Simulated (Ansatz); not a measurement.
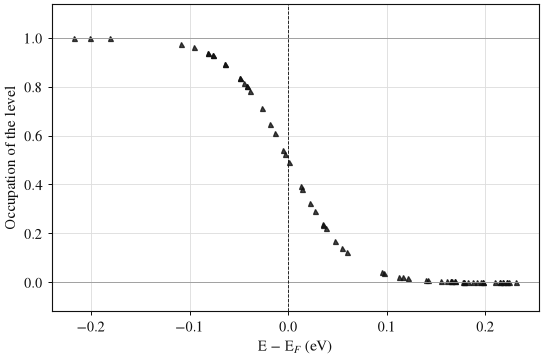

Occupations of the one-electron levels of the k mesh against their energy, from a run on Hg$_{2}$PtS$_{4}$, space group R-3m (No. 166), 7 atoms in the cell, Bi2PbSe4-166 type type, with Ansatz.

Q: Which smearing scheme was used (Fermi-Dirac, Gaussian, Methfessel-Paxton or cold), and about what width?

A: Fermi-Dirac smearing with a width of 0.03 eV. The occupations stay between 0 and 1 and have long exponential tails; the slope at the Fermi level is 1/(4 × width).
